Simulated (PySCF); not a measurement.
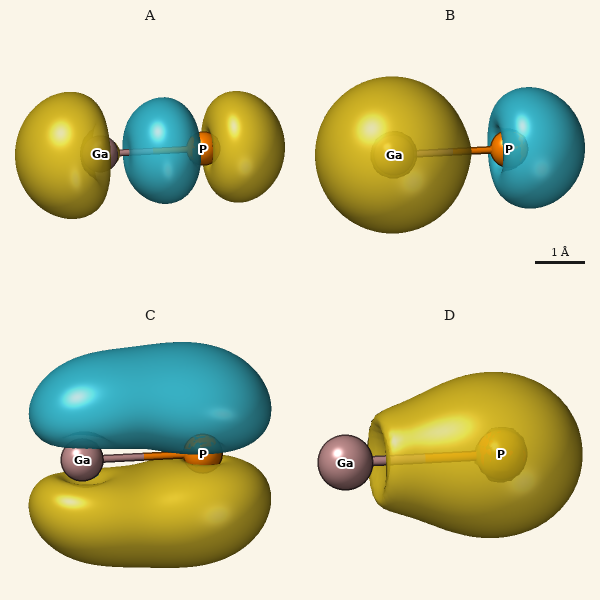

Figure. GaP (triplet). Four frontier β-spin orbitals, each drawn at the value that holds 80 % of its norm (yellow and cyan are the two phases), in no order; of a degenerate pair one member is drawn.

Computed with PBE0/cc-pVTZ(-PP), non-relativistic Hamiltonian with scalar-relativistic core potentials where named, at a bond length of 2.466 Å (PySCF 2.14.0).

Name the orbitals and rank them from lowest to highest energy.

Orbital D: σ, occupied in this spin, −14.10 eV; mainly on P (80 %).
Orbital B: σ, occupied in this spin, −9.75 eV; shared between the atoms (Ga 70 %, P 30 %).
Orbital A: σ, occupied in this spin, −5.51 eV; shared between the atoms (Ga 45 %, P 55 %).
Orbital C: π, empty in this spin, −3.19 eV; bonding, with no node between the atoms.
